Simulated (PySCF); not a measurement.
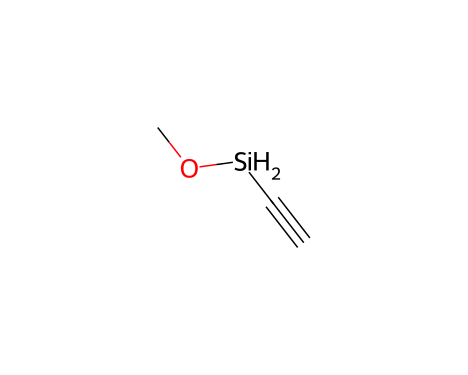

The computed structure is the end point of a GFN2-xTB optimisation. No frequency run is at hand to confirm it as a minimum. Method: ωB97X-D/def2-SVPD, gas phase (PySCF 2.14.0). Excitations: vertical, linear response.

Predict the main results.

The species is C3H6OSi (`C#C[SiH2]OC`).
- dipole moment: 1.29 D
- HOMO energy (Kohn–Sham orbital): −10.12 eV
- LUMO energy (Kohn–Sham orbital): 1.31 eV
- HOMO–LUMO gap: 11.43 eV
- mean static polarisability: 62.7 bohr³
- lowest vertical singlet excitation: 6.00 eV
- its oscillator strength: 0.001
- brightest of the 8 lowest singlets: 8.35 eV
- its oscillator strength: 0.09

The geometry is semi-empirical. Around Si such bond lengths and angles can be off by a tenth of an ångström or more and by several degrees, and values that hang on the shape move with them.
